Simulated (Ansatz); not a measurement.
## Electronic structure of BH7OSSi2 in real space

Input file:

```
crystal:
  periodic: [false, false, false]
  atoms:
    - { symbol: B, position_ang: [-1.4943, 1.3892, 0.082] }
    - { symbol: Si, position_ang: [-0.7669, -0.2584, -0.4745] }
    - { symbol: O, position_ang: [-0.0859, -0.0817, -2.0403] }
    - { symbol: Si, position_ang: [0.8786, -0.8344, 0.9993] }
    - { symbol: S, position_ang: [2.3327, 0.6554, 1.0378] }
    - { symbol: H, position_ang: [-1.4718, 2.3893, -0.6432] }
    - { symbol: H, position_ang: [-2.0459, 1.529, 1.1254] }
    - { symbol: H, position_ang: [-1.7711, -1.2704, -0.5264] }
    - { symbol: H, position_ang: [0.2832, -0.9716, -2.209] }
    - { symbol: H, position_ang: [1.3987, -2.1276, 0.6225] }
    - { symbol: H, position_ang: [0.1865, -0.9763, 2.3562] }
    - { symbol: H, position_ang: [2.6334, 0.5023, -0.2958] }
basis:
  gaussian: { orbitals: def2-SVP }
hamiltonian:
  xc: pbe
relax:
  f_tol: 0.015
  max_steps: 40
output:
  orbitals: {}
```

Command:

```sh
ansatz run input.yaml --threads 2 --pin off --max-ram 3072MiB --backend cpu --events-out ev --progress --plain --runs-dir out
```

The fields are those of the relaxed geometry.

The calculation used RKS PBE/def2-SVP in Ansatz.

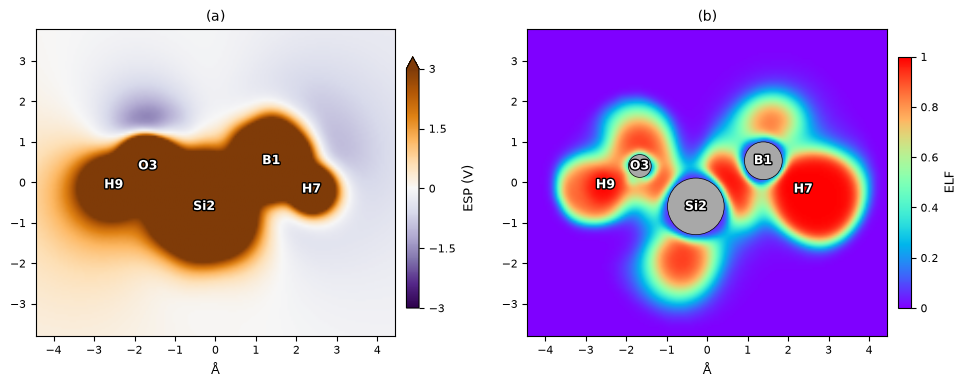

Figure 1. (a) electrostatic potential; (b) ELF on the plane of atoms B1, Si2 and O3. Grey discs cover the atomic cores in the ELF map.

### Interpret the plot.

- The plane passes through B, Si, O and H nuclei.
- Si–O (1.71 Å): the ELF peaks at about 0.85 between the atoms; a shared but strongly polarised pair.
- Si–B (2.01 Å): the ELF peaks at about 1 between the atoms; a covalent bond.
- O–H (0.97 Å): the ELF climbs to about 1 towards the hydrogen, as it does in any bond to H: a covalent bond by its length.
- B–H (1.23 Å): the ELF climbs to about 1 towards the hydrogen (an ordinary covalent bond to hydrogen).
- The ELF also peaks beside O3, away from the bonds: lone-pair regions.
- Outside the dense part of the molecule the potential is most negative (−1.6 V) near O3.

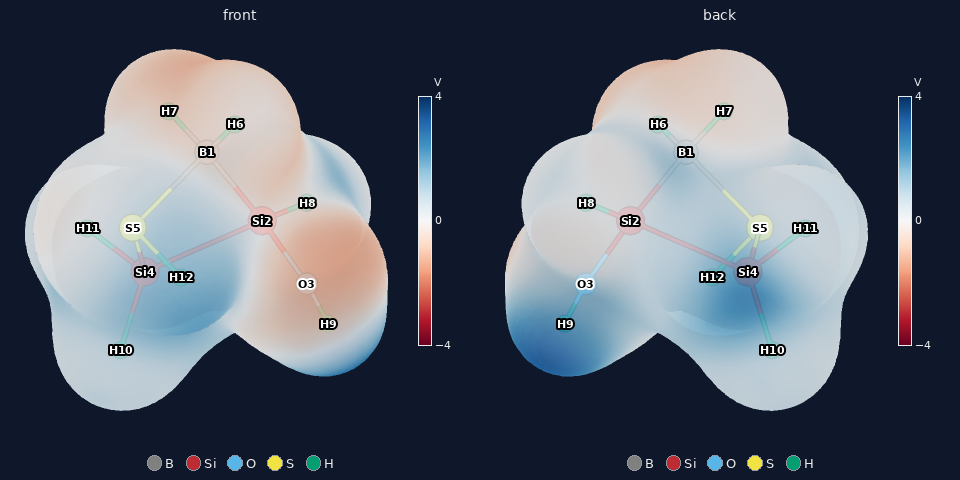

Figure 2. The electrostatic potential painted on the density surface at 0.004 e/bohr³, seen from the front and from behind; red is negative and blue positive.

### Which sites attract a positive test charge, and which a negative one?

A positive charge is drawn to the negative regions and a negative charge to the positive ones. The most negative region (about −1.5 V) lies over O3, the most positive (about +3.2 V) over H9. O3 is the likeliest acceptor of a hydrogen bond.

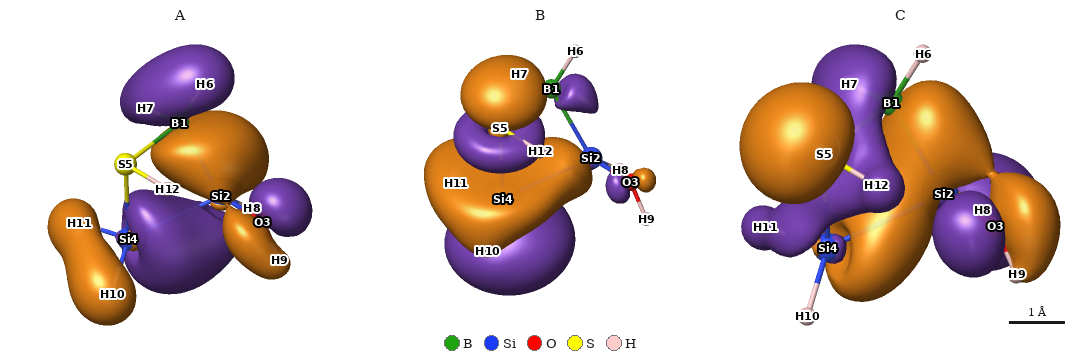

Figure 3. Three frontier orbitals at ±0.08 Å⁻³ᐟ² (orange and purple are the two phases), in no order.

### Order the three orbitals by energy and name them.

C is the HOMO−1 (−6.54 eV). It lies mainly on S5 (about 20 %), Si2 (about 20 %), H8 (about 15 %), O3 (about 15 %), Si4 (about 10 %) and B1 (about 10 %). A is the HOMO (−5.87 eV). By Hirshfeld shares it lies mainly on Si2 (about 25 %), Si4 (about 20 %), B1 (about 20 %), O3 (about 10 %) and H6 (about 5 %). B is the LUMO (−1.61 eV). By Hirshfeld shares it lies mainly on Si4 (about 55 %), S5 (about 20 %) and Si2 (about 5 %).

### What is the HOMO–LUMO gap?

4.26 eV between the orbital energies.

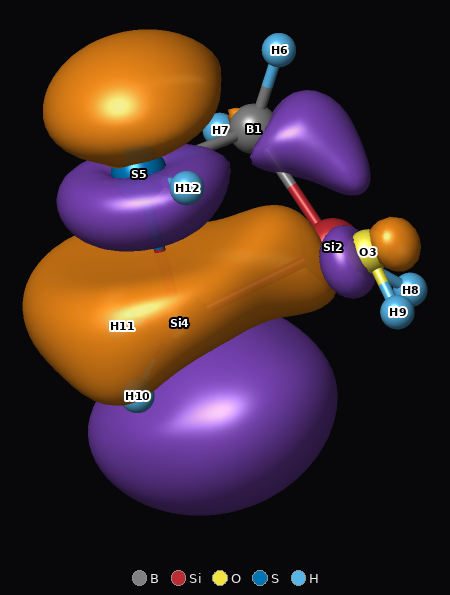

Figure 4. The LUMO at ±0.06 Å⁻³ᐟ² (orange and purple are the two phases), seen at a tilt.

### Where does this orbital lie, and at what energy?

By Hirshfeld shares it lies mainly on Si4 (about 55 %), S5 (about 20 %) and Si2 (about 5 %). Its energy is −1.61 eV.
